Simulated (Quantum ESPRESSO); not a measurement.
# InP (F-43m): from Born charge to LO-TO splitting

Wanted: the LO mode of InP (F-43m) from the TO mode and the field response.

Program: Quantum ESPRESSO 7.5. Level of theory: DFT LDA, scalar-relativistic, plane waves, PseudoDojo norm-conserving pseudopotentials. Results are calculated unless marked as measured.

The database entry behind the starting cell differs from later determinations by our own check (0.1 to 0.3 % short, probably kX units), so it need not match the best structure at ambient conditions.

## 1. The relaxed structure

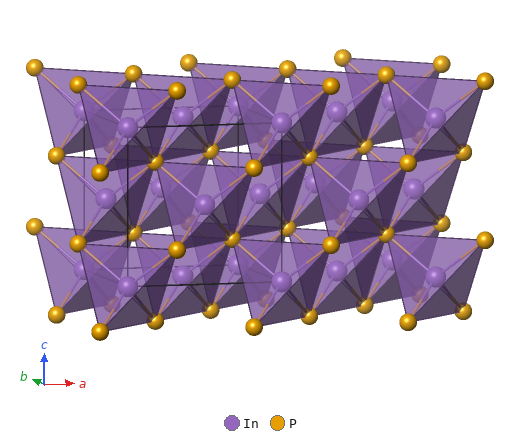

Start, viewed slightly off an axis; indium purple, phosphorus orange. 2×1×1 cells are drawn. This picture shows the conventional cell, with its axes. Some periodic images of atoms are drawn too.

Coordinates:

```cif
data_structure
_symmetry_space_group_name_H-M 'F-43m'
_symmetry_Int_Tables_number 216
_cell_length_a 5.8228
_cell_length_b 5.8228
_cell_length_c 5.8228
_cell_angle_alpha 90.000
_cell_angle_beta 90.000
_cell_angle_gamma 90.000
_cell_volume 197.42
loop_
_atom_site_label
_atom_site_type_symbol
_atom_site_symmetry_multiplicity
_atom_site_Wyckoff_symbol
_atom_site_fract_x
_atom_site_fract_y
_atom_site_fract_z
_atom_site_occupancy
In1 In 4 a 0.00000 0.00000 0.00000 1
P1 P 4 d 0.25000 0.25000 0.75000 1
```

This is the cell after its relaxation at this level of theory, not the database cell from which that began.

## 2. What the response run gave

A linear-response run on the relaxed cell, with the response to an electric field; only its zone-centre results are used. Cutoff 77 Ry, k mesh 8×8×8 with shifts.

What it wrote:

```text
[banners, grids, parts of the stress and lines that vanish by symmetry left out]
Program PHONON v.7.5
     Reading xml data from directory:

[...]
Exchange-correlation= PW
                           (   1   4   0   0   0   0   0)
[...]
kinetic-energy cut-off    =      77.0000  Ry
     charge density cut-off    =     308.0000  Ry
     convergence threshold     =      1.0E-18
[...]
Exchange-correlation= PW
                           (   1   4   0   0   0   0   0)
[...]
q = (   0.0000000   0.0000000   0.0000000 )
     25 Sym.Ops. (with q -> -q+G )
     G cutoff =  944.5942  (  30467 G-vectors)     FFT grid: ( 45, 45, 45)
     number of k points=    60
[...]
Mode symmetry, T_d (-43m)  point group:
[...]
Dielectric constant
[...]
End of electric fields calculation
          Dielectric constant in cartesian axis
          (      11.530803361       0.000000000       0.000000000 )
          (      -0.000000000      11.530803361      -0.000000000 )
          (       0.000000000      -0.000000000      11.530803361 )
          Effective charges (d Force / dE) in cartesian axis without acoustic sum rule applied (asr)
           atom    1  In    Mean Z*:        2.46111
      Ex  (        2.46111        0.00000       -0.00000 )
      Ey  (       -0.00000        2.46111       -0.00000 )
      Ez  (       -0.00000        0.00000        2.46111 )
           atom    2  P     Mean Z*:       -2.46212
      Ex  (       -2.46212        0.00000        0.00000 )
      Ey  (        0.00000       -2.46212        0.00000 )
      Ez  (        0.00000        0.00000       -2.46212 )
          Effective charges Sum: Mean:       -0.00101
[...]
Effective charges (d Force / dE) in cartesian axis with asr applied:
           atom    1  In    Mean Z*:        2.46162
[...]
atom    2  P     Mean Z*:       -2.46162
[...]
Representation #   1 modes #   1   2   3
[...]
End of self-consistent calculation
     Convergence has been achieved
     Representation #   2 modes #   4   5   6
[...]
End of self-consistent calculation
     Convergence has been achieved
[...]
Dielectric constant in cartesian axis
          (      11.530803361       0.000000000       0.000000000 )
          (      -0.000000000      11.530803361      -0.000000000 )
          (       0.000000000      -0.000000000      11.530803361 )
          Effective charges (d Force / dE) in cartesian axis without acoustic sum rule applied (asr)
           atom    1  In    Mean Z*:        2.46111
      Ex  (        2.46111        0.00000       -0.00000 )
      Ey  (       -0.00000        2.46111       -0.00000 )
      Ez  (       -0.00000        0.00000        2.46111 )
           atom    2  P     Mean Z*:       -2.46212
      Ex  (       -2.46212        0.00000        0.00000 )
      Ey  (        0.00000       -2.46212        0.00000 )
      Ez  (        0.00000        0.00000       -2.46212 )
          Effective charges Sum: Mean:       -0.00101
[...]
Effective charges (d Force / dE) in cartesian axis with asr applied:
           atom    1  In    Mean Z*:        2.46162
[...]
atom    2  P     Mean Z*:       -2.46162
[...]
q = (    0.000000000   0.000000000   0.000000000 )
[...]
freq (    1) =       0.069018 [THz] =       2.302198 [cm-1]
     freq (    2) =       0.069018 [THz] =       2.302198 [cm-1]
     freq (    3) =       0.069018 [THz] =       2.302198 [cm-1]
     freq (    4) =       9.118279 [THz] =     304.153058 [cm-1]
     freq (    5) =       9.118279 [THz] =     304.153058 [cm-1]
     freq (    6) =       9.118279 [THz] =     304.153058 [cm-1]
[...]
Mode symmetry, T_d (-43m)  point group:
     freq (   1-   3) =          2.3  [cm-1]   --> T_2  G_15 P_4   I+R
     freq (   4-   6) =        304.2  [cm-1]   --> T_2  G_15 P_4   I+R

   JOB DONE.
```

| quantity | value |
| --- | --- |
| cell volume Ω (Å³) | 49.354 |
| mass of In (u) | 114.818 |
| mass of P (u) | 30.974 |
| Born charge of In, raw (e) | 2.461 |
| Born charge of P, raw (e) | -2.462 |
| ε∞ | 11.531 |
| ω(TO) after the sum rule (cm⁻¹) | 304.1 |

## 3. The calculation

The charges must sum to zero over the cell; taking off their mean, 0.000 e, leaves Z* = 2.462 e on In. In the polar mode In moves against P, so the reduced mass is μ = 114.82 × 30.97 / 145.79 = 24.393 u.

A longitudinal wave builds up a field that adds to the restoring force: ω(LO)² = ω(TO)² + 4π Z*² / (μ Ω ε∞), in Hartree atomic units. With μ = 44466 electron masses and Ω = 333.06 bohr³ the second term is 4.4590e-07 Ha², or 21478 cm⁻² (1 Ha = 219474.6 cm⁻¹).

So ω(LO) = √(92507 + 21478) = 337.6 cm⁻¹, and by the Lyddane-Sachs-Teller relation ε₀ = ε∞ (ω(LO)/ω(TO))² = 14.21.

## 4. Check against the program

The analysis program adds the same non-analytic term to the full matrix, here for q along (1 0 0).

What it wrote:

```text
[banner, memory and clock lines left out]
Program DYNMAT v.7.5

     Reading Dynamical Matrix from file g.dyn
     ...Force constants read
     ...epsilon and Z* read

     Polarizability (A^3 units)
     multiply by 0.221716 for Clausius-Mossotti correction
        41.359618   -0.000000    0.000000
         0.000000   41.359618   -0.000000
         0.000000   -0.000000   41.359618

     IR activities are in (D/A)^2/amu units

# mode   [cm-1]    [THz]      IR
    1     -0.00   -0.0000    0.0000
    2     -0.00   -0.0000    0.0000
    3     -0.00   -0.0000    0.0000
    4    304.15    9.1182    5.7311
    5    304.15    9.1182    5.7311
    6    337.62   10.1215    5.7311
```

ε₀ comes from the program's run without a direction of q.

| quantity | by hand | program |
| --- | --- | --- |
| ω(LO) (cm⁻¹) | 337.6 | 337.6 |
| ε₀ | 14.21 | 14.21 |

## 5. What came out

| Quantity | Value |
| --- | --- |
| TO mode | 304.1 cm⁻¹ |
| LO mode | 337.6 cm⁻¹ |
| static dielectric constant | 14.21 |

What this shows: The LO mode of InP (F-43m) lies at 338 cm⁻¹, 33 cm⁻¹ above the TO mode; the formula meets the program within 0.1 cm⁻¹, as it must for a cubic crystal with one polar mode. ω(LO)² − ω(TO)² goes with Z*²/ε∞: an error of 5 % in ε∞ would move the LO mode by 1.5 cm⁻¹, and semilocal functionals tend to overestimate ε∞. These are harmonic values at zero temperature, at the volume of this functional, for the structure held cubic; stability elsewhere in the zone is no part of this calculation.

[Host names and launcher messages were left out of these logs when they were recorded.]

[Logs are printed without paths, hosts, clocks, repeated set-up lines and the standing remarks that a program may print on its own settings, such as how far it seeks lower states.]

[Hosts, paths, dates, database ids (printed as entryN), source tags and the programs' standing remarks are cut or masked in the printed files.]
